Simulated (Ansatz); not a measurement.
Phonon calculation of SiH$_{4}$ClF

System: SiH$_{4}$ClF.
Method: RKS PBE-D4/def2-SVP (Ansatz 0.2.0).

It belongs to a series of runs on one base structure; here: vibrations at the highest image of the band.

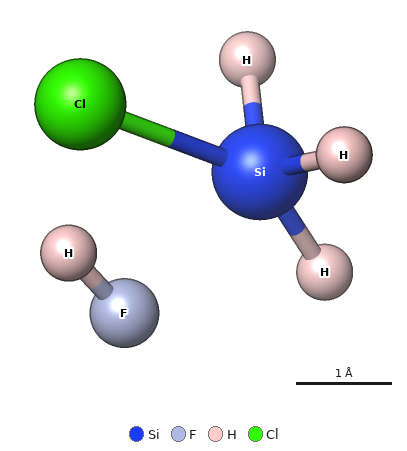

**Figure 1.** The input geometry (ball-and-stick view, seen at a tilt). Bond lengths as drawn: Cl–Si 2.38 Å, F–H 1.04 Å and H–Si 1.50 to 1.51 Å.

Input
```yaml
crystal:
  periodic: [false, false, false]
  atoms:
    - { symbol: Si, position_ang: [-0.233058, -5.1e-05, -0.112448] }
    - { symbol: F, position_ang: [0.010747, 0.000486, 1.931997] }
    - { symbol: H, position_ang: [1.269429, -0.000336, 0.00549] }
    - { symbol: H, position_ang: [-0.561056, 1.271873, -0.832294] }
    - { symbol: H, position_ang: [-0.561168, -1.271479, -0.833155] }
    - { symbol: Cl, position_ang: [-2.367641, -0.000644, 0.934397] }
    - { symbol: H, position_ang: [-1.028452, 0.000152, 2.002614] }
basis:
  gaussian: { orbitals: def2-SVP }
hamiltonian:
  xc: pbe
  dispersion: d4
phonons: {}
```

Machine: 2 threads of Arm Neoverse V1, 24 GiB of memory available, shared host.

Launched with:
```bash
ansatz run input.yaml --threads 2 --pin off --max-ram 3072MiB --backend cpu --events-out ev --progress --plain --runs-dir out
```

What the program printed
```
Engine: ansatz 0.2.0, aarch64-unknown-linux-gnu
Functional definition: PBE
  parameter kappa = 0.804
  parameter beta = 0.06672455060314922
  exchange = pbe_x(kappa = kappa, mu = beta*pi^2/3)
  correlation = pbe_c(beta = beta)
771 factors; their error is unknown
mean field evaluation 1: about -23160.3532 eV, gradient 2.6e1 eV
mean field evaluation 2: about -23158.6177 eV, gradient 4.5e1 eV
mean field evaluation 4: about -23161.6655 eV, gradient 2.2e0 eV
mean field evaluation 8: about -23161.6250 eV, gradient 3.3e-2 eV
mean field -23161.62504110 eV, -851.1740207471 hartree, gradient 5.1e-5 eV, S^2 0.000000; 0 other end points of the search recorded, 0 dependent functions left out
the calculation of the forces begins
reference -23161.62506955 eV, -851.1740217925 hartree; 22, 22 occupied and 48, 48 virtual orbitals, 771 factors
these checks for a lower state are left out or cut short: stability, starts, cluster_reference, orbital_swaps, neighbouring_geometries, increment
771 factors; their error is unknown
mean field evaluation 16: about -23161.6249 eV, gradient 1.1e-1 eV
mean field -23161.62497083 eV, -851.1740181648 hartree, gradient 1.8e-6 eV, S^2 0.000000; 0 other end points of the search recorded, 0 dependent functions left out
[... from here on the field's lines of each further geometry are left out, up to the last ...]
the calculation of the forces begins
reference -23161.62515555 eV, -851.1740249530 hartree; 22, 22 occupied and 48, 48 virtual orbitals, 771 factors
these checks for a lower state are left out or cut short: stability, starts, cluster_reference, orbital_swaps, neighbouring_geometries, increment
771 factors; their error is unknown
mean field -23161.62492263 eV, -851.1740163934 hartree, gradient 7.3e-7 eV, S^2 0.000000; 0 other end points of the search recorded, 0 dependent functions left out
the calculation of the forces begins
reference -23161.62495107 eV, -851.1740174385 hartree; 22, 22 occupied and 48, 48 virtual orbitals, 771 factors
WARN: phonons: modes at or below zero, which the zero-point energy, F, S and C_V leave out: 2, the lowest at -295.76 cm⁻¹. A minimum has none, and a first-order saddle one
Total energy: -23161.74166108 eV, -851.1783064523 hartree
Atom 0 at    -0.233058    -0.000051    -0.112448 Å, force    -0.001681    -0.000051     0.003031 eV/Å
Atom 1 at     0.010747     0.000486     1.931997 Å, force    -0.037375     0.000093    -0.026231 eV/Å
Atom 2 at     1.269429    -0.000336     0.005490 Å, force     0.015511    -0.000088     0.005415 eV/Å
Atom 3 at    -0.561056     1.271873    -0.832294 Å, force    -0.003795    -0.003765    -0.000459 eV/Å
Atom 4 at    -0.561168    -1.271479    -0.833155 Å, force    -0.003873     0.003844    -0.000622 eV/Å
Atom 5 at    -2.367641    -0.000644     0.934397 Å, force    -0.015467    -0.000151    -0.019708 eV/Å
Atom 6 at    -1.028452     0.000152     2.002614 Å, force     0.046681     0.000118     0.038574 eV/Å
Dipole moment:     0.155702     0.000095    -0.015588 e Å
Vibrations: -295.76 -169.94 357.01 418.83 638.07 703.66 748.63 837.69 985.04 997.18 1082.42 2142.72 2175.30 2209.18 2230.39 cm⁻¹, zero-point energy 0.962496 eV
```

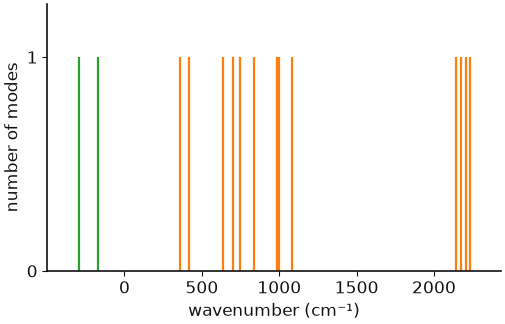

**Figure 2.** Harmonic vibrational wavenumbers from the force constants; neighbouring modes closer than 11 cm⁻¹ are counted in one stick, and imaginary ones are drawn at negative wavenumbers. 15 modes from 296i to 2230 cm⁻¹, 2 imaginary beyond 8i (296i, 170i cm⁻¹): not a minimum.

Summary

| quantity | value |
| --- | --- |
| outcome | converged |
| total energy | −23161.7417 eV |
| mean-field energy | −23161.6251 eV |
| largest force (length of the vector) | 0.061 eV/Å |
| wall time | 22 s (CPU time 42 s) |
| peak memory | 0.1 GiB |
